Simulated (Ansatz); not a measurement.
## Run report: AlAsH₆, phonon calculation

System: AlAsH₆.
Method: RKS PBE0-D4/def2-TZVP (Ansatz 0.2.0).

The geometry is a transition state. The reaction was set up to form Al1–As6 and H2–H5 and to break Al1–H2 and H5–As6 (atoms counted from 1 in the order of the input); sticks are drawn by distance alone. The geometry comes from this level: PBE0-D4/def2-TZVP. Figures and captions count atoms from 1; the log counts them from 0 in places.

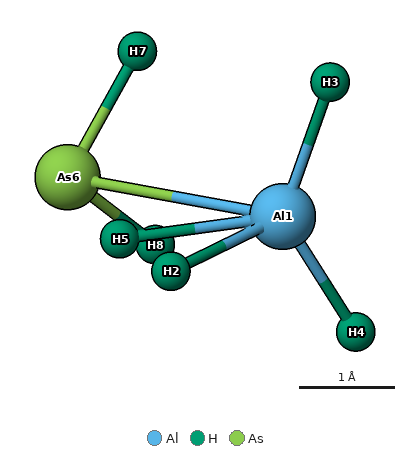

*The structure as given in the input (ball-and-stick view, seen at a tilt; atoms are numbered from 1 in the order of the input). Sticks mark near contacts.*

Input
```yaml
crystal:
  periodic: [false, false, false]
  atoms:
    - {symbol: Al, position_ang: [-0.258299, -0.952280, -0.302730]}
    - {symbol: H, position_ang: [1.166092, -0.752499, -1.201060]}
    - {symbol: H, position_ang: [-1.503277, -0.810345, -1.255598]}
    - {symbol: H, position_ang: [0.016645, -1.910491, 0.916499]}
    - {symbol: H, position_ang: [1.009016, 0.195820, -0.614275]}
    - {symbol: As, position_ang: [0.442781, 1.588993, 0.489345]}
    - {symbol: H, position_ang: [-1.032872, 1.741777, 0.153650]}
    - {symbol: H, position_ang: [0.160013, 0.899024, 1.813969]}
basis:
  gaussian: {orbitals: def2-TZVP}
hamiltonian: {xc: pbe0, dispersion: d4}
phonons: {temperatures: {t_min: 298.15, t_max: 900, t_step: 200}}
```

Run on 2 CPU threads, shared host.

Launch command:
```bash
ansatz run in.yaml --threads 2 --pin off --events-out ev --progress --plain --max-ram 4352MiB
```

Output
```
Functional definition: PBE0
  name "PBE0"
  cite "Adamo & Barone, J. Chem. Phys. 110, 6158 (1999) doi:10.1063/1.478522"
  cite "Perdew, Burke & Ernzerhof, Phys. Rev. Lett. 77, 3865 (1996) doi:10.1103/PhysRevLett.77.3865"
  parent pbe
  parameter a = 0.25
  parameter kappa = 0.804
  parameter beta = 0.06672455060314922
  exchange = (1 - a)*pbe_x(kappa = kappa, mu = beta*pi^2/3) + a*exact_x
  correlation = pbe_c(beta = beta)
966 factors; their error is unknown
mean field evaluation 1: about -67522.9014 eV, gradient 1.4e1 eV
mean field evaluation 2: about -67523.2574 eV, gradient 8.2e0 eV
mean field evaluation 4: about -67523.3668 eV, gradient 4.2e-1 eV
mean field evaluation 8: about -67523.6249 eV, gradient 5.4e-2 eV
mean field -67523.62494251 eV, -2481.4474474803 hartree, gradient 1.0e-5 eV, S^2 0.000000; 0 other end points of the search recorded, 0 dependent functions left out
the calculation of the forces begins
reference -67523.62497503 eV, -2481.4474486754 hartree; 26, 26 occupied and 95, 95 virtual orbitals, 966 factors
these checks for a lower state are left out or cut short: stability, starts, cluster_reference, orbital_swaps, neighbouring_geometries, increment
966 factors; their error is unknown
mean field evaluation 16: about -67523.3669 eV, gradient 4.0e-1 eV
mean field -67523.62488535 eV, -2481.4474453800 hartree, gradient 1.8e-6 eV, S^2 0.000000; 0 other end points of the search recorded, 0 dependent functions left out
[... from here on the field's lines of each further geometry are left out, up to the last ...]
the calculation of the forces begins
reference -67523.62495150 eV, -2481.4474478107 hartree; 26, 26 occupied and 95, 95 virtual orbitals, 966 factors
these checks for a lower state are left out or cut short: stability, starts, cluster_reference, orbital_swaps, neighbouring_geometries, increment
966 factors; their error is unknown
mean field -67523.62487676 eV, -2481.4474450643 hartree, gradient 1.8e-6 eV, S^2 0.000000; 0 other end points of the search recorded, 0 dependent functions left out
the calculation of the forces begins
reference -67523.62490928 eV, -2481.4474462592 hartree; 26, 26 occupied and 95, 95 virtual orbitals, 966 factors
WARN: phonons: modes at or below zero, which the zero-point energy, F, S and C_V leave out: 2, the lowest at -1052.72 cm⁻¹. A minimum has none, and a first-order saddle one
Total energy: -67523.74459531 eV, -2481.4518446399 hartree
Atom 0 at    -0.258299    -0.952280    -0.302730 Å, force    -0.001324    -0.003261     0.006752 eV/Å
Atom 1 at     1.166092    -0.752499    -1.201060 Å, force     0.000344     0.000930    -0.000452 eV/Å
Atom 2 at    -1.503277    -0.810345    -1.255598 Å, force    -0.001358    -0.000333    -0.000471 eV/Å
Atom 3 at     0.016645    -1.910491     0.916499 Å, force    -0.000246     0.006263    -0.006664 eV/Å
Atom 4 at     1.009016     0.195820    -0.614275 Å, force     0.001718    -0.001384     0.001619 eV/Å
Atom 5 at     0.442781     1.588993     0.489345 Å, force    -0.007977     0.004918    -0.007714 eV/Å
Atom 6 at    -1.032872     1.741777     0.153650 Å, force     0.009775    -0.003561     0.001118 eV/Å
Atom 7 at     0.160013     0.899024     1.813969 Å, force    -0.000933    -0.003572     0.005812 eV/Å
Dipole moment:     0.018915     0.061464     0.019517 e Å
Vibrations: -1052.72 -53.09 246.47 398.46 451.38 500.97 644.11 667.41 711.07 984.06 987.34 1144.66 1534.56 1733.21 1956.86 1978.41 2219.29 2235.22 cm⁻¹, zero-point energy 1.140250 eV
```

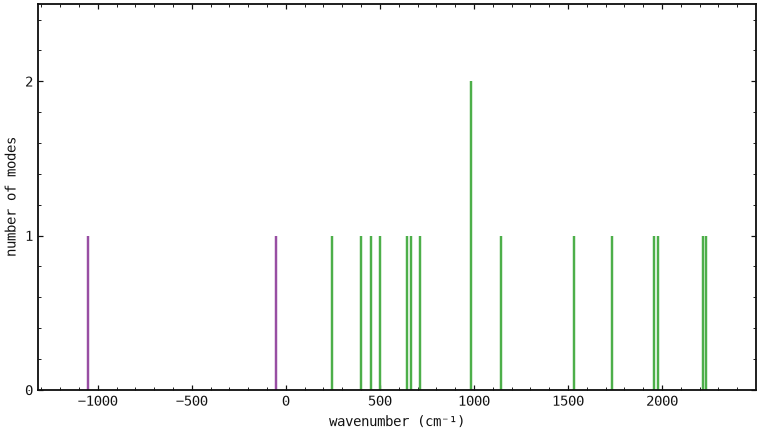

*Harmonic vibrational wavenumbers from the force constants; neighbouring modes closer than 15 cm⁻¹ are counted in one stick, and imaginary ones are drawn at negative wavenumbers.*

18 modes from 1053i to 2235 cm⁻¹, 2 imaginary beyond 8i (1053i, 53i cm⁻¹): not a minimum.

Summary

```csv
quantity,value
outcome,converged
total energy,−67523.7446 eV
mean-field energy,−67523.6250 eV
dispersion energy,−0.1196 eV
largest force (length of the vector),0.012 eV/Å
dipole moment,0.32 D
wall time,77 s (CPU time 2.4 min)
peak memory,0.27 GiB
```
